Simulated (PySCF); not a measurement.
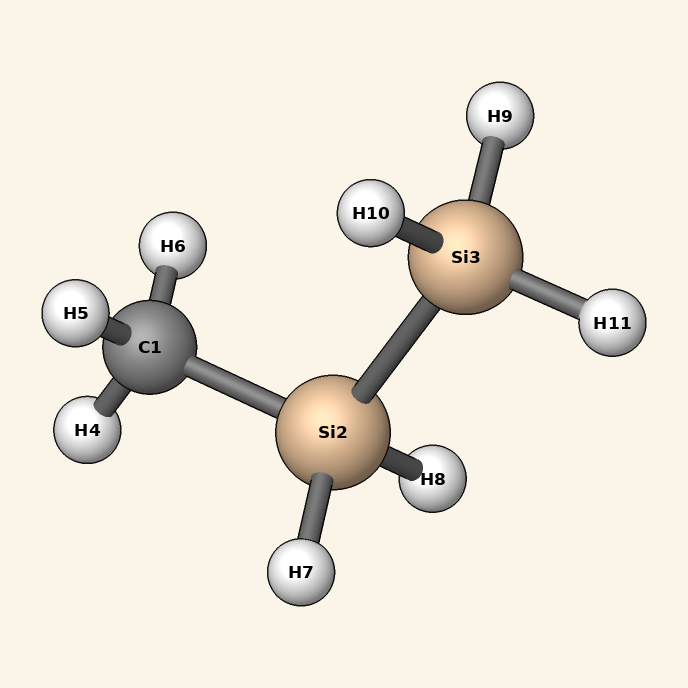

The computed structure is the end point of a PBE0-D3(BJ)/def2-SVP optimisation. No frequency run is at hand to confirm it as a minimum. Level of theory: GIAO B3LYP/pcSseg-2 NMR shielding, non-relativistic, gas phase (PySCF 2.14.0). Principal shieldings σ11 ≤ σ22 ≤ σ33, span Ω = σ33 − σ11, skew κ = 3(σiso − σ22)/Ω.

Give the shielding tensors of the C atoms.

| atom | σ11 | σ22 | σ33 | σiso | Ω | κ |
| --- | --- | --- | --- | --- | --- | --- |
| C1 | 182.4 | 189.2 | 192.2 | 188.0 | 9.8 | −0.38 |

Shieldings and span in ppm.
